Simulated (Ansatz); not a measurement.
The starting structures come from a database of crystals and need not be the phases stable at ambient conditions.

 Where the default PAW files enter, the runs use the earlier of Ansatz's two default sets.

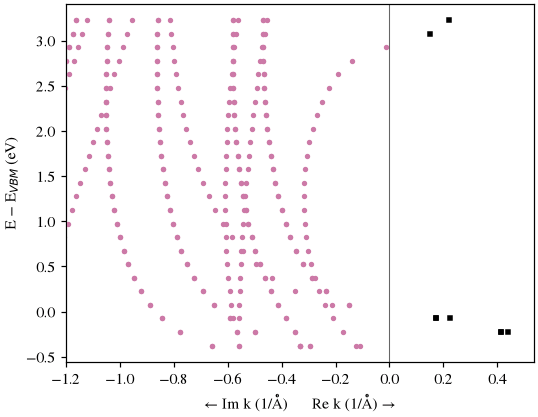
*Complex bands at the centre of the two-dimensional zone; r2SCAN run with Ansatz (a program for electronic structure)*

The gap is the functional's own, uncorrected, and κ follows it; spin-orbit coupling is left out. Mid-gap values are interpolated between the computed energies.

### Question
This is SnH₈(NCl₃)₂ (Fm-3m, not sure to be the ambient phase, 17 atoms a cell, 15.3 Å³ an atom) along the normal of (111). Read off the slowest decay at the centre of the two-dimensional zone at 1.43 eV, the computed energy nearest the middle of the gap.

### Answer
κ ≈ 0.32 1/Å, a decay length 1/(2κ) of the density of 1.6 Å.
